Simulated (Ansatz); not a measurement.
Geometry relaxation, with input and output: CH6AlBSe (part 1 of 2)

- system: CH6AlBSe, SMILES C[Se][BH][AlH2]
- method: RKS BLYP-D4/def2-SVP (Ansatz 0.2.0)

It belongs to a series of runs on one base structure; here: end point A relaxed. Figures and captions count atoms from 1; the log counts them from 0 in places.

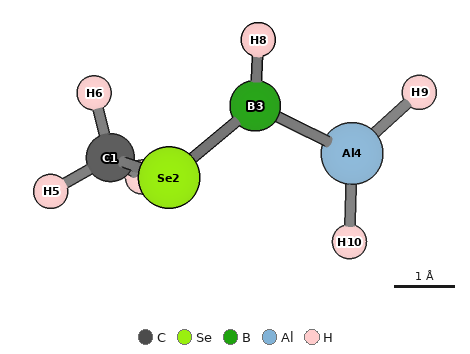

Figure 1. The input geometry (ball-and-stick view, seen at a tilt; atoms are numbered from 1 in the order of the input). Sticks mark near contacts.

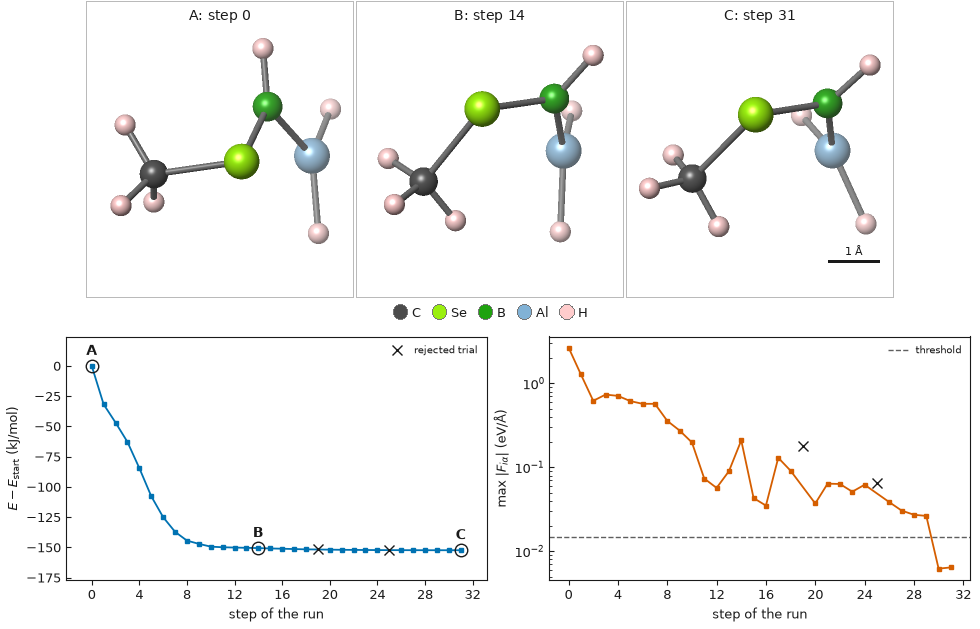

Figure 2. Frames of the relaxation (ball-and-stick view, seen at a tilt) above the curves, on which the letters mark them (the first geometry is step 0 here and step 1 in the log).

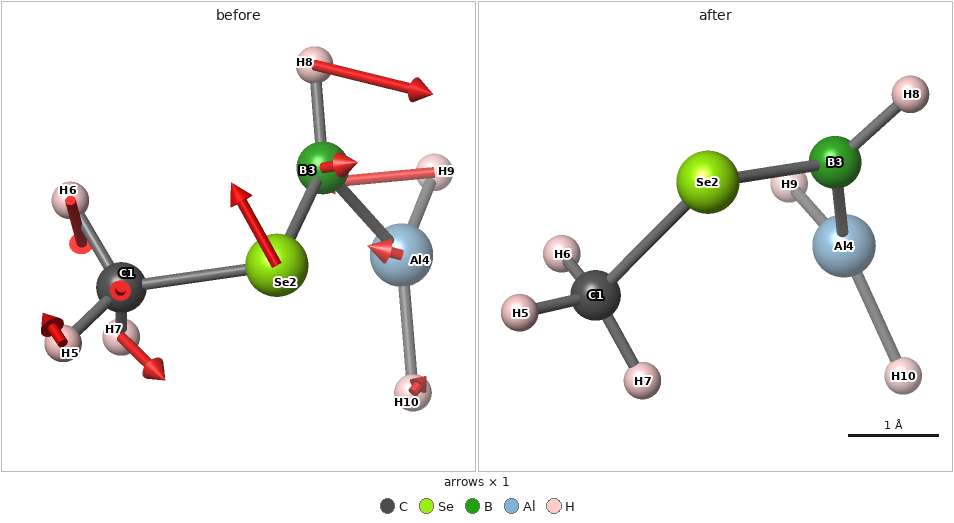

Figure 3. Before (left) and after (right) the relaxation, at one scale (ball-and-stick view, seen at a tilt). The red arrows give the displacements, at true length. Over 31 geometry steps the energy falls by 152.3 kJ/mol. Largest force component: 2.7 eV/Å at the start, 0.0064 eV/Å at the end. The line search rejected the trial steps at points 19, 25 (counted from 0) and went back. The atom that moves furthest after the best rigid fit is H8 (1.57 Å). Largest moves by element: H 1.57 Å, Se 1.06 Å, B 0.49 Å, Al 0.41 Å, C 0.28 Å. Among the contacts that change: C1–Se2 1.881 → 2.002 Å, Se2–B3 1.994 → 1.914 Å, B3–H8 1.151 → 1.217 Å, Al4–H10 1.539 → 1.604 Å. Among the angles that change: Se2–B3–H8 123.3° → 109.9°, C1–Se2–B3 90.9° → 103.4°, Al4–B3–H8 117.0° → 124.8°. (Atoms are counted from 1 in the order of the input.)

These pictures come from the run below.

**Input**
```yaml
crystal:
  periodic: [false, false, false]
  atoms:
    - { symbol: C, position_ang: [-1.495, 0.0797, -1.1149] }
    - { symbol: Se, position_ang: [-0.4057, -1.4476, -0.971] }
    - { symbol: B, position_ang: [0.2529, -0.8477, 0.8132] }
    - { symbol: Al, position_ang: [2.0297, 0.3696, 0.9378] }
    - { symbol: H, position_ang: [-2.0971, 0.0685, -2.1031] }
    - { symbol: H, position_ang: [-2.2698, 0.1661, -0.2891] }
    - { symbol: H, position_ang: [-0.8976, 1.0481, -1.1097] }
    - { symbol: H, position_ang: [-0.2347, -1.1638, 1.8065] }
    - { symbol: H, position_ang: [2.5011, 0.8577, 2.4065] }
    - { symbol: H, position_ang: [2.6993, 0.8183, -0.3731] }
basis:
  gaussian: { orbitals: def2-SVP }
hamiltonian:
  xc: blyp
  dispersion: d4
relax:
  f_tol: 0.015
  max_steps: 40
```

Run as:
```bash
ansatz run input.yaml --threads 2 --pin off --max-ram 3072MiB --backend cpu --events-out ev --progress --plain --runs-dir out
```

**Log**
```
The last accepted step is kept in [file] (removed where the run ends without a failure and the disk answers)
Engine: ansatz 0.2.0, x86_64-unknown-linux-gnu
Functional definition: BLYP
  parameter beta = 0.0042
  parameter a = 0.04918
  parameter b = 0.132
  parameter c = 0.2533
  parameter d = 0.349
  exchange = b88_x(beta = beta)
  correlation = lyp_c(a = a, b = b, c = c, d = d)
1199 factors; their error is unknown
mean field evaluation 1: about -73736.6115 eV, gradient 5.1e1 eV
mean field evaluation 2: about -73725.4454 eV, gradient 7.8e1 eV
mean field evaluation 4: about -73743.8360 eV, gradient 4.1e0 eV
mean field evaluation 8: about -73743.9021 eV, gradient 1.4e-1 eV
mean field evaluation 16: about -73743.7741 eV, gradient 1.8e-4 eV
mean field -73743.77413251 eV, -2710.0337140444 hartree, gradient 5.9e-5 eV, S^2 0.000000; 1 other end points of the search recorded, 0 dependent functions left out
the calculation of the forces begins
reference -73743.77450366 eV, -2710.0337276839 hartree; 32, 32 occupied and 76, 76 virtual orbitals, 1199 factors
relax step   1: F+E_penalty+E_count = -73744.23795234 eV  Δ(F+E_penalty+E_count) = +0.000e0 eV  max|allowed force component| = 2.681e0 eV/Å  Δτ_max = 0.0000 Å  (40 SCF iters, accepted)
these checks for a lower state are left out or cut short: starts, cluster_reference, orbital_swaps, neighbouring_geometries, increment
1199 factors; their error is unknown
mean field -73744.10859895 eV, -2710.0460054593 hartree, gradient 1.6e-5 eV, S^2 0.000000; 0 other end points of the search recorded, 0 dependent functions left out
[... from here on the field's lines of each further geometry are left out, up to the last ...]
relax step   2: F+E_penalty+E_count = -73744.56673703 eV  Δ(F+E_penalty+E_count) = -3.288e-1 eV  max|allowed force component| = 1.282e0 eV/Å  Δτ_max = 0.1936 Å  (35 SCF iters, accepted)
relax step   3: F+E_penalty+E_count = -73744.72260735 eV  Δ(F+E_penalty+E_count) = -1.559e-1 eV  max|allowed force component| = 6.218e-1 eV/Å  Δτ_max = 0.1928 Å  (35 SCF iters, accepted)
relax step   4: F+E_penalty+E_count = -73744.88861045 eV  Δ(F+E_penalty+E_count) = -1.660e-1 eV  max|allowed force component| = 7.374e-1 eV/Å  Δτ_max = 0.1925 Å  (29 SCF iters, accepted)
relax step   5: F+E_penalty+E_count = -73745.11300380 eV  Δ(F+E_penalty+E_count) = -2.244e-1 eV  max|allowed force component| = 7.120e-1 eV/Å  Δτ_max = 0.1956 Å  (31 SCF iters, accepted)
relax step   6: F+E_penalty+E_count = -73745.35352669 eV  Δ(F+E_penalty+E_count) = -2.405e-1 eV  max|allowed force component| = 6.173e-1 eV/Å  Δτ_max = 0.1951 Å  (31 SCF iters, accepted)
relax step   7: F+E_penalty+E_count = -73745.53309031 eV  Δ(F+E_penalty+E_count) = -1.796e-1 eV  max|allowed force component| = 5.725e-1 eV/Å  Δτ_max = 0.1997 Å  (35 SCF iters, accepted)
relax step   8: F+E_penalty+E_count = -73745.65810037 eV  Δ(F+E_penalty+E_count) = -1.250e-1 eV  max|allowed force component| = 5.725e-1 eV/Å  Δτ_max = 0.1954 Å  (29 SCF iters, accepted)
relax step   9: F+E_penalty+E_count = -73745.73364938 eV  Δ(F+E_penalty+E_count) = -7.555e-2 eV  max|allowed force component| = 3.589e-1 eV/Å  Δτ_max = 0.1999 Å  (30 SCF iters, accepted)
relax step  10: F+E_penalty+E_count = -73745.76148042 eV  Δ(F+E_penalty+E_count) = -2.783e-2 eV  max|allowed force component| = 2.753e-1 eV/Å  Δτ_max = 0.2000 Å  (30 SCF iters, accepted)
relax step  11: F+E_penalty+E_count = -73745.78525592 eV  Δ(F+E_penalty+E_count) = -2.378e-2 eV  max|allowed force component| = 1.984e-1 eV/Å  Δτ_max = 0.0808 Å  (30 SCF iters, accepted)
relax step  12: F+E_penalty+E_count = -73745.79058185 eV  Δ(F+E_penalty+E_count) = -5.326e-3 eV  max|allowed force component| = 7.368e-2 eV/Å  Δτ_max = 0.0525 Å  (30 SCF iters, accepted)
relax step  13: F+E_penalty+E_count = -73745.79297637 eV  Δ(F+E_penalty+E_count) = -2.395e-3 eV  max|allowed force component| = 5.699e-2 eV/Å  Δτ_max = 0.0629 Å  (29 SCF iters, accepted)
relax step  14: F+E_penalty+E_count = -73745.79544016 eV  Δ(F+E_penalty+E_count) = -2.464e-3 eV  max|allowed force component| = 9.010e-2 eV/Å  Δτ_max = 0.1001 Å  (29 SCF iters, accepted)
relax step  15: F+E_penalty+E_count = -73745.79775037 eV  Δ(F+E_penalty+E_count) = -2.310e-3 eV  max|allowed force component| = 2.098e-1 eV/Å  Δτ_max = 0.1690 Å  (29 SCF iters, accepted)
relax step  16: F+E_penalty+E_count = -73745.80085619 eV  Δ(F+E_penalty+E_count) = -3.106e-3 eV  max|allowed force component| = 4.311e-2 eV/Å  Δτ_max = 0.0330 Å  (30 SCF iters, accepted)
relax step  17: F+E_penalty+E_count = -73745.80300363 eV  Δ(F+E_penalty+E_count) = -2.147e-3 eV  max|allowed force component| = 3.508e-2 eV/Å  Δτ_max = 0.0870 Å  (29 SCF iters, accepted)
relax step  18: F+E_penalty+E_count = -73745.80592229 eV  Δ(F+E_penalty+E_count) = -2.919e-3 eV  max|allowed force component| = 1.301e-1 eV/Å  Δτ_max = 0.1639 Å  (29 SCF iters, accepted)
relax step  19: F+E_penalty+E_count = -73745.80840982 eV  Δ(F+E_penalty+E_count) = -2.488e-3 eV  max|allowed force component| = 9.129e-2 eV/Å  Δτ_max = 0.0677 Å  (29 SCF iters, accepted)
relax step  20: F+E_penalty+E_count = -73745.80814765 eV  Δ(F+E_penalty+E_count) = +2.622e-4 eV  max|allowed force component| = 1.791e-1 eV/Å  Δτ_max = 0.1509 Å  (30 SCF iters, rejected (line search))
relax step  21: F+E_penalty+E_count = -73745.81105052 eV  Δ(F+E_penalty+E_count) = -2.641e-3 eV  max|allowed force component| = 3.715e-2 eV/Å  Δτ_max = 0.0736 Å  (30 SCF iters, accepted)
relax step  22: F+E_penalty+E_count = -73745.81245747 eV  Δ(F+E_penalty+E_count) = -1.407e-3 eV  max|allowed force component| = 6.401e-2 eV/Å  Δτ_max = 0.0990 Å  (29 SCF iters, accepted)
relax step  23: F+E_penalty+E_count = -73745.81318815 eV  Δ(F+E_penalty+E_count) = -7.307e-4 eV  max|allowed force component| = 6.346e-2 eV/Å  Δτ_max = 0.0664 Å  (28 SCF iters, accepted)
relax step  24: F+E_penalty+E_count = -73745.81409511 eV  Δ(F+E_penalty+E_count) = -9.070e-4 eV  max|allowed force component| = 5.135e-2 eV/Å  Δτ_max = 0.0686 Å  (29 SCF iters, accepted)
relax step  25: F+E_penalty+E_count = -73745.81477920 eV  Δ(F+E_penalty+E_count) = -6.841e-4 eV  max|allowed force component| = 6.213e-2 eV/Å  Δτ_max = 0.0707 Å  (29 SCF iters, accepted)
relax step  26: F+E_penalty+E_count = -73745.81439787 eV  Δ(F+E_penalty+E_count) = +3.813e-4 eV  max|allowed force component| = 6.507e-2 eV/Å  Δτ_max = 0.0730 Å  (29 SCF iters, rejected (line search))
relax step  27: F+E_penalty+E_count = -73745.81536005 eV  Δ(F+E_penalty+E_count) = -5.808e-4 eV  max|allowed force component| = 3.856e-2 eV/Å  Δτ_max = 0.0356 Å  (30 SCF iters, accepted)
relax step  28: F+E_penalty+E_count = -73745.81565515 eV  Δ(F+E_penalty+E_count) = -2.951e-4 eV  max|allowed force component| = 3.059e-2 eV/Å  Δτ_max = 0.0382 Å  (28 SCF iters, accepted)
relax step  29: F+E_penalty+E_count = -73745.81584053 eV  Δ(F+E_penalty+E_count) = -1.854e-4 eV  max|allowed force component| = 2.727e-2 eV/Å  Δτ_max = 0.0216 Å  (30 SCF iters, accepted)
relax step  30: F+E_penalty+E_count = -73745.81596060 eV  Δ(F+E_penalty+E_count) = -1.201e-4 eV  max|allowed force component| = 2.642e-2 eV/Å  Δτ_max = 0.0253 Å  (29 SCF iters, accepted)
relax step  31: F+E_penalty+E_count = -73745.81602518 eV  Δ(F+E_penalty+E_count) = -6.459e-5 eV  max|allowed force component| = 6.213e-3 eV/Å  Δτ_max = 0.0111 Å  (31 SCF iters, accepted)
the calculation of the forces begins
reference -73745.34988535 eV, -2710.0916218931 hartree; 32, 32 occupied and 76, 76 virtual orbitals, 1199 factors
relax step  32: F+E_penalty+E_count = -73745.81606563 eV  Δ(F+E_penalty+E_count) = -4.044e-5 eV  max|allowed force component| = 6.433e-3 eV/Å  Δτ_max = 0.0184 Å  (30 SCF iters, accepted)
1199 factors; their error is unknown
mean field evaluation 256: about -73745.3495 eV, gradient 2.0e-2 eV
mean field -73745.34951521 eV, -2710.0916082907 hartree, gradient 1.3e-5 eV, S^2 0.000000; 1 other end points of the search recorded, 0 dependent functions left out
the calculation of the forces begins
reference -73745.34988535 eV, -2710.0916218931 hartree; 32, 32 occupied and 76, 76 virtual orbitals, 1199 factors
Total energy: -73745.81643577 eV, -2710.1087673047 hartree
Atom 0 at    -1.370915     0.300862    -1.093380 Å, force     0.001831     0.000715     0.000879 eV/Å
Atom 1 at    -1.167493    -1.474553    -0.190706 Å, force    -0.001763    -0.000534    -0.000023 eV/Å
Atom 2 at     0.432427    -1.269420     0.839471 Å, force     0.002019    -0.000167     0.001140 eV/Å
Atom 3 at     1.618085     0.478212     0.916891 Å, force     0.004889    -0.000281    -0.001745 eV/Å
Atom 4 at    -2.274585     0.255088    -1.728027 Å, force     0.004282     0.002053     0.002427 eV/Å
Atom 5 at    -1.496153     1.092041    -0.331403 Å, force     0.000351    -0.002646    -0.006407 eV/Å
Atom 6 at    -0.486337     0.498649    -1.726444 Å, force    -0.006433     0.000848     0.002530 eV/Å
Atom 7 at     0.669564    -2.297684     1.445959 Å, force    -0.000170     0.000863    -0.000793 eV/Å
Atom 8 at     1.360191     1.624796     2.008535 Å, force    -0.001068    -0.000518    -0.001311 eV/Å
Atom 9 at     2.798318     0.740910    -0.137796 Å, force    -0.003938    -0.000335     0.003303 eV/Å
Dipole moment:    -0.209224     0.074172    -0.177651 e Å
```

**Trajectory as extended XYZ (Å, eV, eV/Å), 32 frames, from step=1 to step=32**
```
10
Properties=species:S:1:pos:R:3:forces:R:3 step=1 energy=-73744.23795
C    -1.4950    0.0797   -1.1149   -1.9833   2.6806  -0.5732
Se   -0.4057   -1.4476   -0.9710    0.6736  -1.9879  -0.2244
B     0.2529   -0.8477    0.8132    1.2366   0.6379  -0.8824
Al    2.0297    0.3696    0.9378   -0.6119   0.0357   0.7458
H    -2.0971    0.0685   -2.1031    0.8613  -0.1705   1.0695
H    -2.2698    0.1661   -0.2891    0.5317  -0.1381  -0.5278
H    -0.8976    1.0481   -1.1097   -0.3957  -0.6101  -0.0463
H    -0.2347   -1.1638    1.8065   -1.0644  -0.7293   1.2606
H     2.5011    0.8577    2.4065    0.1803  -0.0196  -0.2016
H     2.6993    0.8183   -0.3731    0.5718   0.3012  -0.6203
10
Properties=species:S:1:pos:R:3:forces:R:3 step=2 energy=-73744.56674
C    -1.4965    0.1125   -1.0977   -0.7481   1.2815  -0.4646
Se   -0.4639   -1.5301   -0.9391    0.2026  -0.8692  -0.0246
B     0.2616   -0.9161    0.8392   -0.0389   0.5343  -0.1029
Al    1.9665    0.4499    0.9286   -0.0450  -0.1189   0.3007
H    -2.0312    0.0671   -2.0848    0.3087  -0.0779   0.3923
H    -2.2816    0.2149   -0.3090    0.3129  -0.1618  -0.1507
H    -0.8815    1.0487   -1.1047   -0.0218  -0.3044   0.0475
H    -0.3711   -1.3005    1.7914    0.1462  -0.3131   0.2839
H     2.6021    0.9100    2.3427   -0.0876  -0.0326  -0.1066
H     2.7786    0.8924   -0.3636   -0.0290   0.0620  -0.1749
10
Properties=species:S:1:pos:R:3:forces:R:3 step=3 energy=-73744.72261
C    -1.4635    0.1558   -1.1078    0.0144   0.3236  -0.3765
Se   -0.5441   -1.6100   -0.8939   -0.0353   0.2703   0.5882
B     0.2063   -0.9090    0.8634   -0.3347  -0.4341   0.2926
Al    1.8947    0.4828    0.9161   -0.1006   0.0342  -0.0371
H    -1.9687    0.1031   -2.0857   -0.0664   0.0174  -0.1354
H    -2.2303    0.2850   -0.3225    0.0762  -0.0831   0.0119
H    -0.7822    1.0336   -1.1128    0.1289  -0.1625   0.0585
H    -0.3113   -1.4733    1.8525    0.6218   0.1566  -0.4224
H     2.5809    0.9418    2.3008   -0.1014  -0.0613  -0.0420
H     2.7012    0.9392   -0.4071   -0.2031  -0.0611   0.0622
10
Properties=species:S:1:pos:R:3:forces:R:3 step=4 energy=-73744.88861
C    -1.4510    0.1898   -1.1464    0.2479   0.0402  -0.1963
Se   -0.6058   -1.6161   -0.8183   -0.1812   0.5402   0.7374
B     0.1959   -0.9305    0.9111   -0.3142  -0.6409   0.3031
Al    1.8373    0.5016    0.9082   -0.1542  -0.0239   0.0120
H    -1.9472    0.1416   -2.1264   -0.0457  -0.0074  -0.2006
H    -2.2095    0.3417   -0.3600    0.0244   0.0119  -0.0318
H    -0.7168    1.0236   -1.1362    0.0547  -0.1520   0.0219
H    -0.1758   -1.5919    1.9207    0.6111   0.2644  -0.6911
H     2.5415    0.9397    2.2840   -0.0505   0.0034  -0.0106
H     2.6146    0.9495   -0.4335   -0.1922  -0.0359   0.0559
10
Properties=species:S:1:pos:R:3:forces:R:3 step=5 energy=-73745.11300
C    -1.4454    0.2155   -1.1849    0.1746  -0.0350  -0.0855
Se   -0.7014   -1.5990   -0.7108   -0.1884   0.4775   0.6859
B     0.2006   -0.9513    0.9457   -0.2050  -0.6331   0.2594
Al    1.7959    0.5094    0.9185   -0.1993  -0.0664   0.0946
H    -1.9255    0.1590   -2.1775    0.0720  -0.0131  -0.0648
H    -2.2104    0.4053   -0.4103    0.0423   0.1137  -0.1461
H    -0.6663    1.0082   -1.1604   -0.0284  -0.1548  -0.0269
H    -0.0108   -1.6953    1.9388    0.4698   0.2470  -0.7120
H     2.5139    0.9467    2.2824   -0.0197   0.0507   0.0132
H     2.5324    0.9504   -0.4383   -0.1179   0.0135  -0.0176
10
Properties=species:S:1:pos:R:3:forces:R:3 step=6 energy=-73745.35353
C    -1.4386    0.2350   -1.2096    0.0104  -0.1064   0.0300
Se   -0.8168   -1.5722   -0.5678   -0.3446   0.3173   0.2344
B     0.2107   -0.9793    0.9604    0.0781  -0.4470   0.4992
Al    1.7565    0.5119    0.9361   -0.1326  -0.0874   0.1180
H    -1.8879    0.1519   -2.2176    0.1235  -0.0321   0.0225
H    -2.2206    0.4909   -0.4685    0.0720   0.1630  -0.2224
H    -0.6227    0.9869   -1.1835   -0.0116  -0.1359  -0.0448
H     0.1512   -1.7984    1.9040    0.3242   0.2143  -0.6173
H     2.4907    0.9667    2.2843   -0.0343   0.0736   0.0202
H     2.4607    0.9555   -0.4347   -0.0850   0.0406  -0.0399
10
Properties=species:S:1:pos:R:3:forces:R:3 step=7 energy=-73745.53309
C    -1.4878    0.2577   -1.2380    0.0845  -0.0814   0.0325
Se   -0.9296   -1.4903   -0.4247   -0.3475   0.0034   0.2317
B     0.2878   -1.0169    0.9831   -0.0051  -0.1976   0.3382
Al    1.7994    0.4925    0.9764   -0.0984  -0.1069   0.1020
H    -1.8638    0.0717   -2.2653    0.1256   0.0456   0.1284
H    -2.3189    0.5955   -0.5857    0.1222   0.0990  -0.1949
H    -0.6592    0.9950   -1.2304   -0.0529  -0.0981  -0.0433
H     0.2906   -1.8997    1.8622    0.2243   0.1847  -0.5725
H     2.5055    0.9747    2.3290   -0.0188   0.0888   0.0105
H     2.4591    0.9686   -0.4035   -0.0339   0.0624  -0.0325
10
Properties=species:S:1:pos:R:3:forces:R:3 step=8 energy=-73745.65810
C    -1.4778    0.2550   -1.2342   -0.3604  -0.0902   0.1492
Se   -1.0803   -1.4830   -0.3005    0.2246   0.4296   0.2818
B     0.2828   -1.0148    0.9859   -0.0823  -0.5725  -0.0322
Al    1.7886    0.4860    0.9907   -0.0862   0.0184   0.0083
H    -1.8201    0.0460   -2.2687    0.0939   0.0037   0.1286
H    -2.3196    0.6803   -0.6423    0.2120   0.0757  -0.2765
H    -0.6154    0.9490   -1.2333    0.0425  -0.1574   0.0287
H     0.4161   -1.9720    1.7605    0.0189   0.2299  -0.2801
H     2.4822    1.0099    2.3359   -0.0482   0.0343   0.0079
H     2.4266    0.9925   -0.3908   -0.0148   0.0285  -0.0156
10
Properties=species:S:1:pos:R:3:forces:R:3 step=9 energy=-73745.73365
C    -1.4622    0.2500   -1.2043   -0.0616  -0.0115   0.2833
Se   -1.1887   -1.4642   -0.1877    0.1081   0.2898   0.1208
B     0.3134   -1.0779    0.9549   -0.2239  -0.3589  -0.0668
Al    1.7297    0.5125    0.9478    0.0999  -0.1396  -0.0318
H    -1.7902    0.0362   -2.2394    0.0871  -0.0412   0.0645
H    -2.2474    0.8312   -0.6732    0.1555  -0.0823  -0.1403
H    -0.4999    0.7937   -1.1828   -0.0722   0.0619  -0.1611
H     0.4607   -2.0525    1.6922    0.0803   0.1943  -0.1432
H     2.3884    1.0378    2.3065   -0.0624   0.0840   0.0464
H     2.3793    1.0821   -0.4110   -0.1107   0.0035   0.0281
```
